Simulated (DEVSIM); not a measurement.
System: isotype n-n heterojunction Al0.4Ga0.6As/GaAs, at 300 K.

```tsv
layer (left to right)	material	thickness (μm)	Nd (cm⁻³)	τn (s)	τp (s)
1	Al0.4Ga0.6As	0.390	1.1e16	6.3e-10	6.3e-10
2	GaAs	0.550	7.3e16	6.3e-10	6.3e-10
```

Left contact: ohmic. Right contact: ohmic. Voltage is applied to the left contact. Recombination: SRH at mid-gap, radiative. Mobility is constant in doping.

This is a model device: material constants are rounded textbook-type values typed into the input, and sizes, dopings and lifetimes were drawn at random. Values at 300 K.

```tsv
parameter	Al0.4Ga0.6As	GaAs
gap (eV)	1.9228	1.424
affinity (eV)	3.754	4.07
permittivity	11.76	12.9
Nc (cm⁻³)	7.93e17	4.7e17
Nv (cm⁻³)	9e18	9e18
μn (cm²/Vs)	3220	8500
μp (cm²/Vs)	158	400
B (cm³/s)	2e-10	2e-10
```

DEVSIM, 1D drift-diffusion, Boltzmann statistics, complete ionisation; no tunnelling, impact ionisation, image-force lowering or self-heating. Band offsets follow the typed affinities; no thermionic-emission limit at abrupt steps, no polarisation charge.

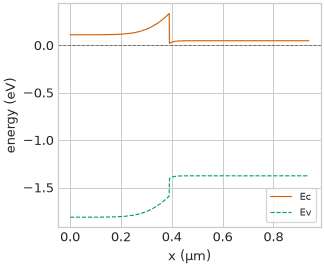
Band edges at zero bias

Energies count from the Fermi level of the right contact; mesh points crowd at the junctions.

```tsv
x (μm)	Ec (eV)	Ev (eV)	n (cm⁻³)	p (cm⁻³)	field (V/cm)
0.000	0.111	-1.812	1.1e16	< 1e2	20
0.004764	0.111	-1.812	1.1e16	< 1e2	20
0.01413	0.111	-1.812	1.1e16	< 1e2	22
0.03257	0.111	-1.812	1.1e16	< 1e2	28
0.08506	0.111	-1.812	1.1e16	< 1e2	90
0.1721	0.114	-1.809	9.7e15	< 1e2	800
0.2757	0.147	-1.776	2.7e15	< 1e2	7500
0.3472	0.239	-1.684	7.7e13	< 1e2	19000
0.3707	0.287	-1.636	1.2e13	< 1e2	23000
0.3826	0.315	-1.607	4.0e12	< 1e2	25000
0.3887	0.330	-1.592	2.2e12	< 1e2	26000
0.3940	0.026	-1.398	1.7e17	< 1e2	16000
0.4027	0.036	-1.388	1.2e17	< 1e2	8200
0.4200	0.044	-1.380	8.5e16	< 1e2	2500
0.4728	0.048	-1.376	7.3e16	< 1e2	86
0.5585	0.048	-1.376	7.3e16	< 1e2	≈ 0
0.7158	0.048	-1.376	7.3e16	< 1e2	≈ 0
0.8290	0.048	-1.376	7.3e16	< 1e2	≈ 0
0.8969	0.048	-1.376	7.3e16	< 1e2	≈ 0
0.9206	0.048	-1.376	7.3e16	< 1e2	≈ 0
0.9326	0.048	-1.376	7.3e16	< 1e2	≈ 0
0.9400	0.048	-1.376	7.3e16	< 1e2	≈ 0
```
